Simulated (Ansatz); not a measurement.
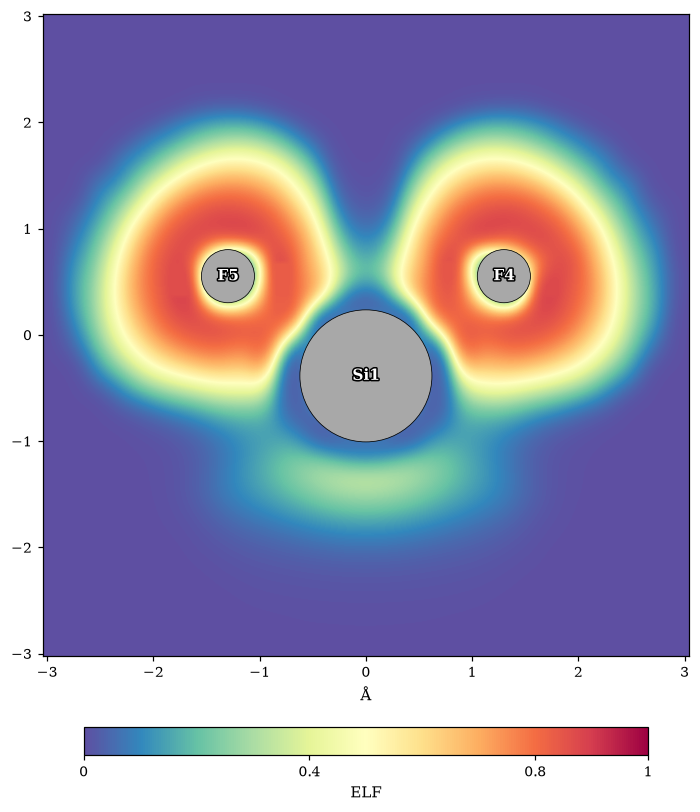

F3HSi. ELF on the plane of atoms F4, Si1 and F5. Grey discs cover the atomic cores.

Computed with RKS PBE/6-31G* in Ansatz.

The calculation's input:

```
crystal:
  periodic: [false, false, false]
  atoms:
    - { symbol: Si, position_ang: [0.0, 0.0, 0.0] }
    - { symbol: H, position_ang: [0.0, 0.0, 1.46] }
    - { symbol: F, position_ang: [1.4994, 0.0, -0.5295] }
    - { symbol: F, position_ang: [-0.7489, 1.2974, -0.5295] }
    - { symbol: F, position_ang: [-0.7489, -1.2974, -0.5295] }
basis:
  gaussian: { orbitals: "6-31G*" }
hamiltonian:
  xc: pbe
relax:
  f_tol: 0.02
  max_steps: 40
output:
  orbitals: {}
```

Launched as:

```sh
ansatz run input.yaml --threads 1 --pin off --max-ram 2048MiB --backend cpu --events-out ev --progress --plain --runs-dir out
```

The fields are those of the run's last geometry, not of the input's.

### Describe what can be read from this map.

- The plane passes through Si and F nuclei.
- Si–F (1.60 Å): the ELF peaks at about 0.80 in the valence shell of F, 0.6 Å from its nucleus, and is about 0.50 at the midpoint.
- The ELF also peaks beside F5 and F4, away from the bonds: lone-pair regions.
